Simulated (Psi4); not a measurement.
# UTPSS/def2-QZVPD (density fitting, sweep point 6) run of N2H (dinitrogen monohydride)

Aim: the vertical doublet–quartet gap of N2H (dinitrogen monohydride) at UTPSS/def2-QZVPD (density fitting, sweep point 6), from 2 runs. 

Program for the calculation: Psi4 1.11.

### Step 1. The structure to begin with

N2H has 3 atoms, charge 0, and is taken as a doublet. As SMILES, `[N]=N`. The shape is that of a GFN2-xTB optimisation.

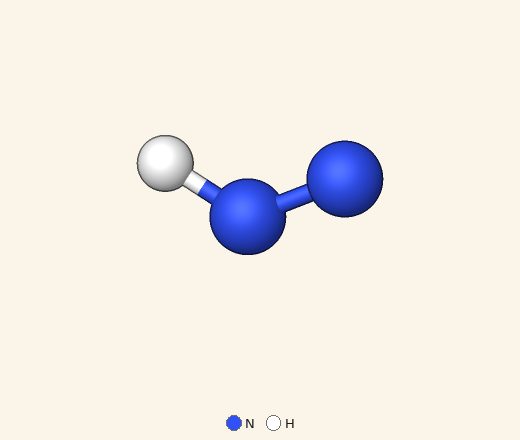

Viewed from a chosen angle; nitrogen blue, hydrogen white.

### Step 2. A single-point energy at UTPSS/def2-QZVPD (density fitting, sweep point 6)

calc.inp reads:

```
memory 1600 MB

molecule {
  0 2
  N      1.35155102    -1.21025620     0.61457673
  N     -0.45950580    -0.35031743    -0.28863677
  H     -0.89202632     1.56057363    -0.32593996
  units bohr
  symmetry c1
}

set {
  basis                def2-QZVPD
  reference            uks
  puream               true
  scf_type             df
  dft_radial_points    99
  dft_spherical_points 590
  maxiter              150
}

energy("tpss")
```

Command:

```bash
psi4 -i calc.inp -o calc.out -n 1
```

calc.out:

```text
[...]
  Running in c1 symmetry.
[...]
  Nuclear repulsion =   27.754370123458202
[...]
  Multiplicity = 2
[...]
  Nalpha       = 8
  Nbeta        = 7
[...]
    Number of basis functions: 159
[...]
   @DF-UKS iter   1:  -109.96819767980894   -2.55619e-01   3.52216e-03 ADIIS/DIIS
[...]
   @DF-UKS iter   9:  -110.10166502698516   -1.13189e-07   5.76529e-07 DIIS
[...]
   @S^2 Observed:                7.544191212E-01
[...]
    Orbital Energies [Eh]
    ---------------------
    Alpha Occupied:
       1A    -14.186541     2A    -14.173386     3A     -1.011087
       4A     -0.643524     5A     -0.441779     6A     -0.399793
       7A     -0.383161     8A     -0.173561
    Alpha Virtual:
       9A     -0.089710    10A     -0.005349    11A      0.050274
      12A      0.067274    13A      0.093142    14A      0.121285
      15A      0.180207    16A      0.200749    17A      0.204331
      18A      0.216797    19A      0.234731    20A      0.273986
      21A      0.281216    22A      0.308268    23A      0.322281
      24A      0.336387    25A      0.343882    26A      0.351232
[...]
  @DF-UKS Final Energy:  -110.10166502698516
   => Energetics <=
    Nuclear Repulsion Energy =             27.7543701234582016
    One-Electron Energy =                -203.5147890448658643
    Two-Electron Energy =                  79.7774732583373094
    DFT Exchange-Correlation Energy =     -14.1187193639147939
    Empirical Dispersion Energy =           0.0000000000000000
    VV10 Nonlocal Energy =                  0.0000000000000000
    Total Energy =                       -110.1016650269851596
[...]
 Multipole Moments:
 ------------------------------------------------------------------------------------
     Multipole            Electronic (a.u.)      Nuclear  (a.u.)        Total (a.u.)
 ------------------------------------------------------------------------------------
 L = 1.  Multiply by 2.5417464519 to convert [e a0] to [Debye]
 Dipole X            :          0.3203515           -0.6745231           -0.3541716
 Dipole Y            :         -0.4517338            1.1258897            0.6741559
 Dipole Z            :          0.0000000           -0.0000000            0.0000000
 Magnitude           :                                                    0.7615272
[...]
```

Run time: 47 s. Hardware: 1 thread of Intel Xeon Platinum 8375C at 2.90GHz (Ice Lake), shared host; peak memory 1.1 GiB.

### Step 3. The quartet

hn2.inp reads:

```
memory 1.6 GB

molecule m {
  0 4
  N      1.35155102    -1.21025620     0.61457673
  N     -0.45950580    -0.35031743    -0.28863677
  H     -0.89202632     1.56057363    -0.32593996
  units bohr
  symmetry c1
}

set {
  reference uks
  puream true
  scf_type df
  dft_radial_points 99
  dft_spherical_points 590
  maxiter 150
}

e_tot, wfn = energy('tpss/def2-QZVPD', return_wfn=True)
```

Command:

```bash
psi4 -n 1 hn2.inp hn2.out
```

hn2.out:

```text
[...]
  Running in c1 symmetry.
[...]
  Nuclear repulsion =   27.754370123458202
[...]
  Multiplicity = 4
[...]
  Nalpha       = 9
  Nbeta        = 6
[...]
    Number of basis functions: 159
[...]
   @DF-UKS iter   1:  -109.74001555668269   -2.74372e-02   3.64565e-03 DIIS/ADIIS
[...]
   @DF-UKS iter  10:  -109.87903421969429   -1.14246e-07   6.62338e-07 DIIS
[...]
   @S^2 Observed:                3.756436694E+00
[...]
    Orbital Energies [Eh]
    ---------------------
    Alpha Occupied:
       1A    -14.187894     2A    -14.177433     3A     -1.032598
       4A     -0.658991     5A     -0.463517     6A     -0.445495
       7A     -0.419854     8A     -0.197815     9A     -0.125692
    Alpha Virtual:
      10A     -0.004225    11A      0.042084    12A      0.062573
      13A      0.093620    14A      0.119012    15A      0.177155
      16A      0.192395    17A      0.203680    18A      0.214013
      19A      0.227175    20A      0.262722    21A      0.276053
      22A      0.298001    23A      0.315820    24A      0.326406
      25A      0.335483    26A      0.348412    27A      0.381198
[...]
  @DF-UKS Final Energy:  -109.87903421969429
   => Energetics <=
    Nuclear Repulsion Energy =             27.7543701234582016
    One-Electron Energy =                -203.2458974839972541
    Two-Electron Energy =                  79.7992353904976994
    DFT Exchange-Correlation Energy =     -14.1867422496529283
    Empirical Dispersion Energy =           0.0000000000000000
    VV10 Nonlocal Energy =                  0.0000000000000000
    Total Energy =                       -109.8790342196942902
[...]
 Multipole Moments:
 ------------------------------------------------------------------------------------
     Multipole            Electronic (a.u.)      Nuclear  (a.u.)        Total (a.u.)
 ------------------------------------------------------------------------------------
 L = 1.  Multiply by 2.5417464519 to convert [e a0] to [Debye]
 Dipole X            :          0.3179478           -0.6745231           -0.3565752
 Dipole Y            :         -0.7705991            1.1258897            0.3552906
 Dipole Z            :         -0.0000000           -0.0000000           -0.0000000
 Magnitude           :                                                    0.5033660
[...]
```

It took 54 s on 1 thread of Intel Xeon Platinum 8375C at 2.90GHz (Ice Lake), shared host; peak memory 1.1 GiB.

### Step 4. What came out

Level: UTPSS/def2-QZVPD (density fitting, sweep point 6).

| quantity | value |
| --- | --- |
| doublet: total energy | -110.10167 Eh |
| doublet: dipole moment | 1.94 D |
| doublet: HOMO energy (highest over α and β) | -4.72 eV |
| doublet: LUMO energy (lowest over α and β) | -2.63 eV |
| doublet: ⟨S²⟩ | 0.754 |
| quartet: total energy | -109.87903 Eh |
| quartet: dipole moment | 1.28 D |
| quartet: HOMO energy (highest over α and β) | -3.42 eV |
| quartet: ⟨S²⟩ | 3.756 |
| vertical energy of the quartet above the doublet | 6.058 eV |

**Reading.** At this shape the quartet lies 6.06 eV (585 kJ/mol) above the doublet.
